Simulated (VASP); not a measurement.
Band structure of Sn (space group I4_1/amd). Method: PBE GGA, VASP's PBE PAW potentials (set 64) (plane waves; VASP).

Unless said otherwise, spin-orbit coupling is left out, though it shifts the bands of the heavy elements here.

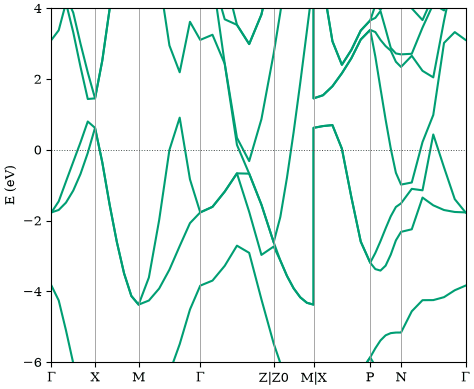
*Bands along high-symmetry lines, zero at the valence-band maximum or, without a gap, the Fermi level*

Q: Read the plot: is there a gap, and where are the band edges?

A: It has no gap at this level: it comes out as a metal or semimetal.

The structure comes from a computed database's Sn entry; how it stands against other phases isn't given here. The cell was not relaxed at this level.
